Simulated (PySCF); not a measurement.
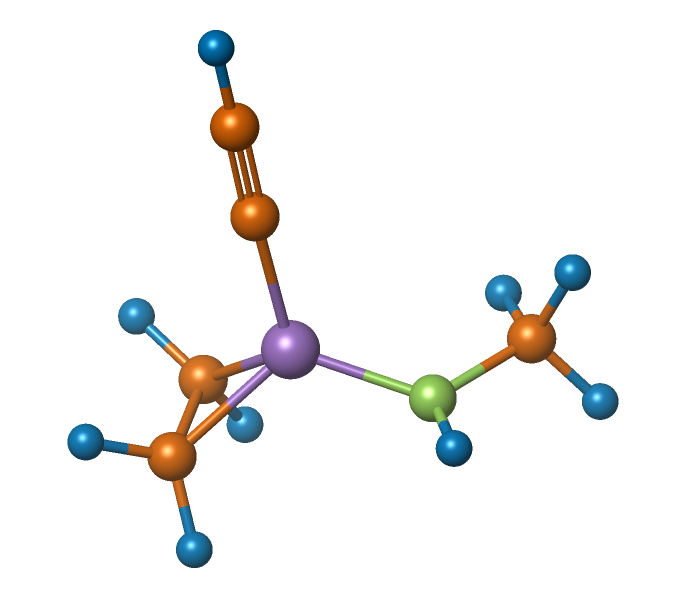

Rendered structure (ball-and-stick style). Multiple sticks mark multiple bonds (one Kekulé form). Colours: carbon orange, silicon purple, nitrogen green, hydrogen blue.

The geometry was computed by an optimisation with PBE0-D3(BJ)/def2-SVP. No frequency run is at hand to confirm it as a minimum.

What is the molecular formula?

C5H9NSi, 16 atoms: 5 carbon, 9 hydrogen, 1 nitrogen and 1 silicon.

What is the point group of this geometry?

C1.

Give a SMILES string for it.

C#C[Si]1(NC)CC1

Count the bonded pairs by element.

8 C–H, 3 C–Si, 2 C–C, 1 N–Si, 1 C–N, 1 N–H.

The parts below concern this one geometry. Atoms keep their numbers from picture to picture.

Shape

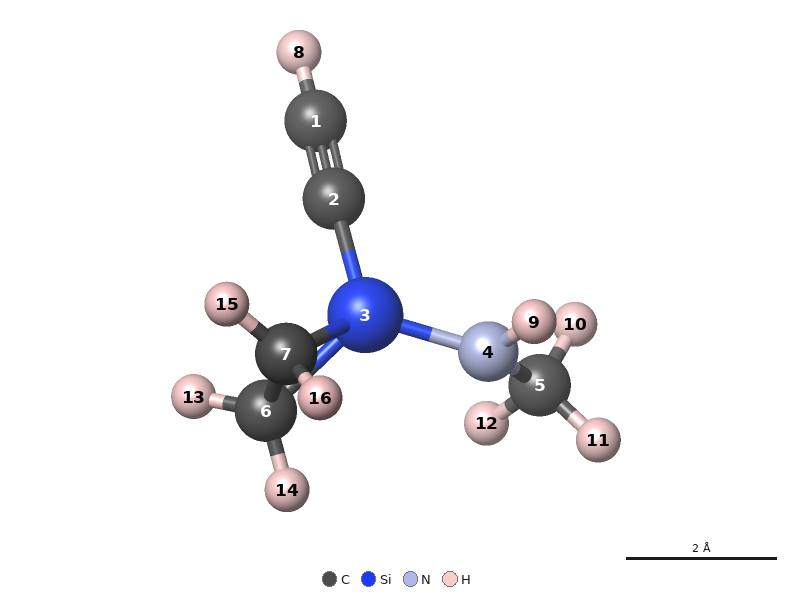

No frequency run is at hand to confirm it as a minimum.

Describe the coordination of atom 5.

C5 has 4 neighbours (N4 at 1.45, H10 at 1.11, H11 at 1.10, H12 at 1.10 Å); the arrangement is tetrahedral.

What is the geometry at C1?

C1 has 2 neighbours (C2 at 1.22, H8 at 1.08 Å); the arrangement is linear.

What is the geometry at C2?

C2 has 2 neighbours (C1 at 1.22, Si3 at 1.82 Å); the arrangement is linear.

What is the dihedral angle C7–Si3–N4–C5?

139° in size, that is anticlinal.

Quadrupole coupling

No frequency run is at hand to confirm it as a minimum. Electric field gradients from the ground-state density, PBE0/pcSseg-1 in chloroform (IEF-PCM) (PySCF 2.14.0), non-relativistic apart from any core potentials.

Give the largest field-gradient component, the quadrupole coupling constant and the asymmetry for 14N at N4 (Q = 20.44 mb), 2H at H8 (Q = 2.86 mb), 2H at H9 (Q = 2.86 mb).

| atom | V_zz (a.u.) | e²qQ/h (MHz) | η |
| --- | --- | --- | --- |
| N4 | −1.061 | −5.10 | 0.31 |
| H8 | 0.335 | 0.225 | 0.01 |
| H9 | 0.402 | 0.270 | 0.19 |

Ring current

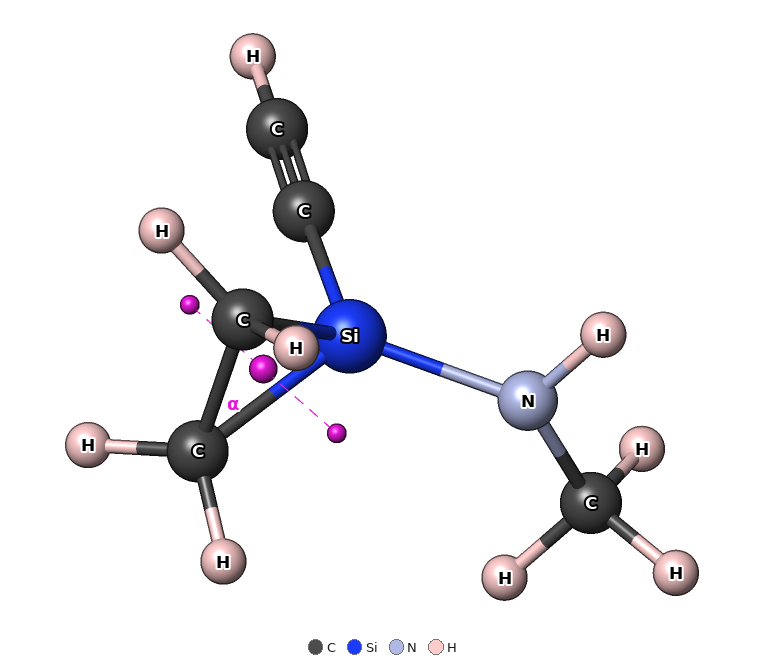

The small points mark where nucleus-independent chemical shifts (NICS) were computed: at the centre of each lettered ring and 1 Å above and below it. No frequency run is at hand to confirm it as a minimum. Properties computed with GIAO PBE0/pcSseg-1 NMR shielding, non-relativistic, IEF-PCM chloroform (PySCF 2.14.0).

Give NICS(0), NICS(1) and the out-of-plane component NICS(1)zz for each ring (means of the two sides).

```
ring  members  NICS(0)  NICS(1)  NICS(1)zz
   α     C2Si    −24.2     −7.4      −14.1
```

Values in ppm.

NMR shielding

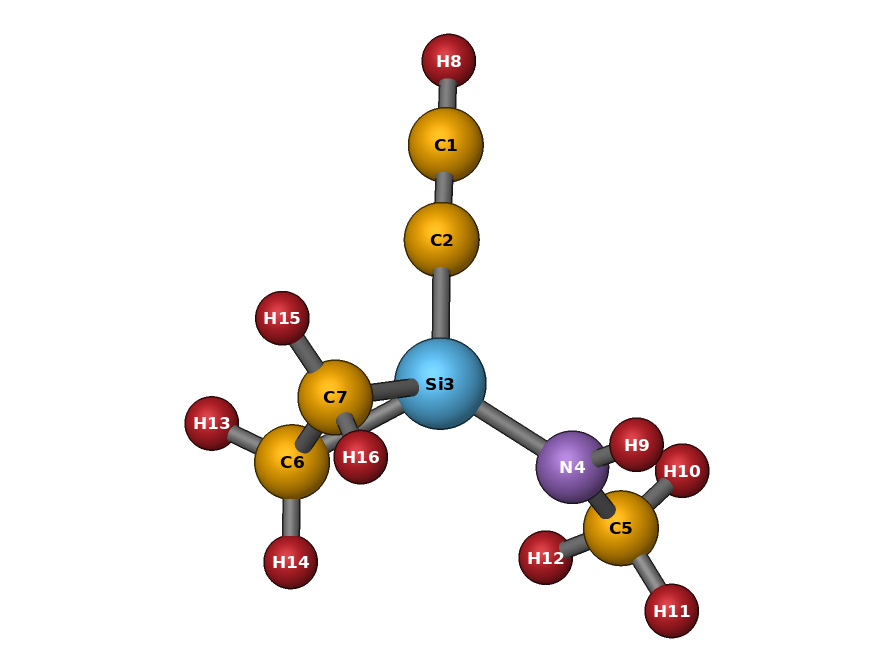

No frequency run is at hand to confirm it as a minimum. Properties computed with GIAO KT3/pcSseg-1 NMR shielding, non-relativistic, gas phase (PySCF 2.14.0). Principal shieldings σ11 ≤ σ22 ≤ σ33, span Ω = σ33 − σ11, skew κ = 3(σiso − σ22)/Ω.

Give the shielding tensors of the N atoms.

```json
{"atom": "N4", "σ11": "220.8", "σ22": "227.6", "σ33": "261.1", "σiso": "236.5", "Ω": "40.3", "κ": "0.66"}
```

Shieldings and span in ppm.
